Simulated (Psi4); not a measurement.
**singlet [BF2]+: levels of theory compared**

Wanted: a comparison of 3 runs (B2PLYP/cc-pVTZ, CAM-B3LYP/cc-pVTZ, wB97X/cc-pVTZ) of singlet [BF2]+. 

The calculation is run with Psi4 1.11.

### 1 The system as given

The species is [BF2]+ (3 atoms), meant as a singlet with charge +1. As SMILES of the parent species, `F[B]F`. Geometry: relaxed at PBE0-D4/def2-TZVP. That shape belongs to the parent species and isn't relaxed for this state.

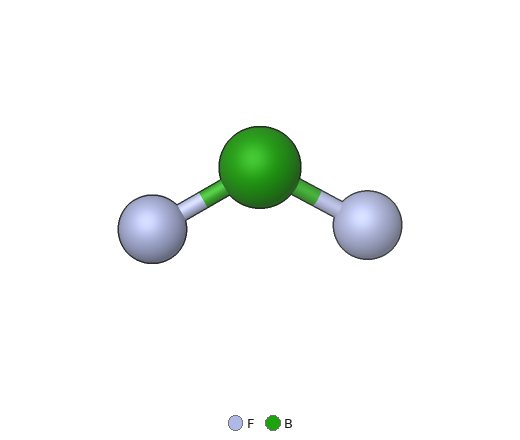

The structure, seen from a chosen angle (fluorine light blue, boron green).

### 2 The energy at B2PLYP/cc-pVTZ (density fitting for correlation) (run 1)

The input, job.in:

```
memory 1600 mb

molecule geom {
  1 1
  F
  B 1 1.306127
  F 2 1.306177 1 121.13842
  symmetry c1
  no_reorient
  no_com
}

set basis cc-pVTZ
set reference rks
set puream true
set e_convergence 1e-09
set d_convergence 1e-08
set scf_type pk
set dft_radial_points 99
set dft_spherical_points 590
set num_frozen_docc 3

energy_value, wavefunction = energy("b2plyp", return_wfn=True)
```

Command:

```bash
$ psi4 -n 1 job.in job.out
```

job.out:

```text
[...]
  Running in c1 symmetry.
[...]
  Nuclear repulsion =   55.302287879686446
[...]
  Multiplicity = 1
[...]
  Nalpha       = 11
  Nbeta        = 11
[...]
    Number of basis functions: 90
[...]
   @RKS iter   1:  -223.87989415434967   -1.75501e-01   5.31013e-03 ADIIS/DIIS
[...]
   @RKS iter  10:  -223.96887927805079   -5.74119e-12   4.51340e-09 DIIS
[...]
    Orbital Energies [Eh]
    ---------------------
    Doubly Occupied:
       1A    -25.746229     2A    -25.746209     3A     -7.693481
       4A     -1.759596     5A     -1.733247     6A     -1.020156
       7A     -0.974819     8A     -0.927046     9A     -0.922040
      10A     -0.869204    11A     -0.857709
[...]
  @RKS Final Energy:  -223.96887927805079
   => Energetics <=
    Nuclear Repulsion Energy =             55.3022878796864461
    One-Electron Energy =                -413.5655217064073668
    Two-Electron Energy =                 146.0813377878019139
    DFT Exchange-Correlation Energy =     -11.7869832391317999
    Empirical Dispersion Energy =           0.0000000000000000
    VV10 Nonlocal Energy =                  0.0000000000000000
    Total Energy =                       -223.9688792780507924
[...]
 Multipole Moments:
 ------------------------------------------------------------------------------------
     Multipole            Electronic (a.u.)      Nuclear  (a.u.)        Total (a.u.)
 ------------------------------------------------------------------------------------
 L = 1.  Multiply by 2.5417464519 to convert [e a0] to [Debye]
 Dipole X            :         -1.4626443            0.1763971           -1.2862472
 Dipole Y            :         -0.8250840            0.0995117           -0.7255723
 Dipole Z            :         -0.0000000            0.0000000           -0.0000000
 Magnitude           :                                                    1.4767827
[...]
```

Run time: 14 s. Hardware: 1 thread of Intel Xeon Platinum 8259CL at 2.50GHz (Skylake/Cascade Lake), shared host; peak memory 0.74 GiB.

### 3 Energy and gradient at CAM-B3LYP/cc-pVTZ (run 2)

The input, job.in:

```
memory 1600 MB

molecule geom {
  1 1
  F      0.513100    -1.044300     0.160000
  B      0.279000     0.240500     0.181300
  F     -0.802900     0.738900    -0.354600
  symmetry c1
}

set {
  basis                cc-pVTZ
  reference            rks
  puream               true
  e_convergence        1e-09
  d_convergence        1e-08
  scf_type             pk
  dft_radial_points    99
  dft_spherical_points 590
}

e_tot, wfn = gradient('cam-b3lyp', return_wfn=True)
oeprop(wfn, 'MAYER_INDICES', 'WIBERG_LOWDIN_INDICES', 'LOWDIN_CHARGES')
```

Command:

```bash
$ psi4 -n 1 job.in job.out
```

job.out:

```text
[...]
  Running in c1 symmetry.
[...]
  Nuclear repulsion =   55.302284297814481
[...]
  Multiplicity = 1
[...]
  Nalpha       = 11
  Nbeta        = 11
[...]
    Number of basis functions: 90
[...]
   @RKS iter   1:  -224.12469051596165   -1.34014e-01   5.49446e-03 DIIS/ADIIS
[...]
   @RKS iter  10:  -224.21580597852468   -1.07150e-11   4.46847e-09 DIIS
[...]
    Orbital Energies [Eh]
    ---------------------
    Doubly Occupied:
       1A    -25.146970     2A    -25.146951     3A     -7.399861
       4A     -1.676302     5A     -1.650366     6A     -0.997595
       7A     -0.958246     8A     -0.911775     9A     -0.907476
      10A     -0.851951    11A     -0.838687
[...]
  @RKS Final Energy:  -224.21580597852468
   => Energetics <=
    Nuclear Repulsion Energy =             55.3022842978144809
    One-Electron Energy =                -413.4812876770000685
    Two-Electron Energy =                 152.2432147942087965
    DFT Exchange-Correlation Energy =     -18.2800173935479044
    Empirical Dispersion Energy =           0.0000000000000000
    VV10 Nonlocal Energy =                  0.0000000000000000
    Total Energy =                       -224.2158059785246849
[...]
 Multipole Moments:
 ------------------------------------------------------------------------------------
     Multipole            Electronic (a.u.)      Nuclear  (a.u.)        Total (a.u.)
 ------------------------------------------------------------------------------------
 L = 1.  Multiply by 2.5417464519 to convert [e a0] to [Debye]
 Dipole X            :          1.2448933           -0.1595680            1.0853253
 Dipole Y            :          0.9730188           -0.1247259            0.8482929
 Dipole Z            :         -0.0000000            0.0000000           -0.0000000
 Magnitude           :                                                    1.3775093
[...]
  -Total Gradient:
     Atom            X                  Y                   Z
    ------   -----------------  -----------------  -----------------
       1       -0.035616728487    -0.074138042524    -0.000000000000
       2        0.116199213566     0.090792087707     0.000000000000
       3       -0.080576451243    -0.016649328641     0.000000000000
[...]
```

It took 34 s on 1 thread of Intel Xeon Platinum 8259CL at 2.50GHz (Skylake/Cascade Lake), shared host; peak memory 0.79 GiB.

### 4 The energy at wB97X/cc-pVTZ (run 3)

The input, input.json:

```json
{
 "schema_name": "qcschema_input",
 "schema_version": 1,
 "molecule": {
  "schema_name": "qcschema_molecule",
  "schema_version": 2,
  "symbols": ["F", "B", "F"],
  "geometry": [0.96961847, -1.97344099, 0.30235618, 0.52723359, 0.45447913, 0.34260735, -1.51726111, 1.39631863, -0.67009688],
  "molecular_charge": 1,
  "molecular_multiplicity": 1,
  "fix_symmetry": "c1"
 },
 "driver": "energy",
 "model": {
  "method": "wb97x",
  "basis": "cc-pVTZ"
 },
 "keywords": {
  "puream": true,
  "e_convergence": 1e-09,
  "d_convergence": 1e-08,
  "scf_type": "pk",
  "dft_radial_points": 99,
  "dft_spherical_points": 590
 }
}
```

Command:

```bash
$ psi4 --qcschema input.json -n 1 --memory 1600MB
```

stdout:

```text
[...]
  Running in c1 symmetry.
[...]
  Nuclear repulsion =   55.302284354231006
[...]
  Multiplicity = 1
[...]
  Nalpha       = 11
  Nbeta        = 11
[...]
    Number of basis functions: 90
[...]
   @RKS iter   1:  -224.13287276809916   -2.21609e-01   5.43545e-03 DIIS/ADIIS
[...]
   @RKS iter  11:  -224.22639370977706   -5.14433e-12   4.22329e-09 DIIS
[...]
    Orbital Energies [Eh]
    ---------------------
    Doubly Occupied:
       1A    -25.126266     2A    -25.126246     3A     -7.418743
       4A     -1.715131     5A     -1.688995     6A     -1.033840
       7A     -0.992890     8A     -0.945995     9A     -0.941220
      10A     -0.885305    11A     -0.871629
[...]
  @RKS Final Energy:  -224.22639370977706
   => Energetics <=
    Nuclear Repulsion Energy =             55.3022843542310056
    One-Electron Energy =                -413.5244576628948039
    Two-Electron Energy =                 151.8514579993921245
    DFT Exchange-Correlation Energy =     -17.8556784005053721
    Empirical Dispersion Energy =           0.0000000000000000
    VV10 Nonlocal Energy =                  0.0000000000000000
    Total Energy =                       -224.2263937097770565
[...]
 Multipole Moments:
 ------------------------------------------------------------------------------------
     Multipole            Electronic (a.u.)      Nuclear  (a.u.)        Total (a.u.)
 ------------------------------------------------------------------------------------
 L = 1.  Multiply by 2.5417464519 to convert [e a0] to [Debye]
 Dipole X            :          1.2581360           -0.1595680            1.0985681
 Dipole Y            :          0.9833696           -0.1247259            0.8586437
 Dipole Z            :          0.0000000           -0.0000000            0.0000000
 Magnitude           :                                                    1.3943173
[...]
```

The result, in JSON:

```text
{
 "driver": "energy",
 "model": {
  "method": "wb97x",
  "basis": "cc-pVTZ"
 },
 "success": true,
 "return_result": -224.22639370977706,
 "properties": {
  "calcinfo_nbasis": 90,
  "calcinfo_nmo": 90,
  "calcinfo_nalpha": 11,
  "calcinfo_nbeta": 11,
  "calcinfo_natom": 3,
  "nuclear_repulsion_energy": 55.302284354231006,
  "return_energy": -224.22639370977706,
  "scf_one_electron_energy": -413.5244576628948,
  "scf_two_electron_energy": 151.85145799939212,
  "scf_xc_energy": -17.855678400505372,
  "scf_dipole_moment": [1.0985680709534134, 0.8586436791260506, 8.461008767771596e-17],
  "scf_total_energy": -224.22639370977706,
  "scf_iterations": 11
 }
}
```

Wall time 16 s (1 thread of Intel Xeon Platinum 8259CL at 2.50GHz (Skylake/Cascade Lake), shared host); peak memory 0.8 GiB.

### 5 All runs side by side

| run | level | task | fitting correlation | energy (Eh) | HOMO energy (eV) | LUMO energy (eV) | HOMO–LUMO gap (eV) | wall time |
| --- | --- | --- | --- | --- | --- | --- | --- | --- |
| 1 | B2PLYP/cc-pVTZ (density fitting for correlation) | energy | density fitting | -224.157671 | -23.34 | -11.95 | 11.39 | 14 s |
| 2 | CAM-B3LYP/cc-pVTZ | gradient | – | -224.215806 | -22.82 | -12.14 | 10.69 | 34 s |
| 3 | wB97X/cc-pVTZ | energy | – | -224.226394 | -23.72 | -10.65 | 13.07 | 16 s |

### 6 Results

| quantity | value |
| --- | --- |
| run 3: total energy | -224.22639 Eh |
| run 3: HOMO energy | -23.72 eV |
| run 3: LUMO energy | -10.65 eV |
| run 3: HOMO–LUMO gap | 13.07 eV |

In words: The HOMO–LUMO gap runs from 10.69 eV (CAM-B3LYP/cc-pVTZ) to 13.07 eV (wB97X/cc-pVTZ). Totals of different functionals can't be ranked against each other. All runs together took 64 s, the longest 34 s.
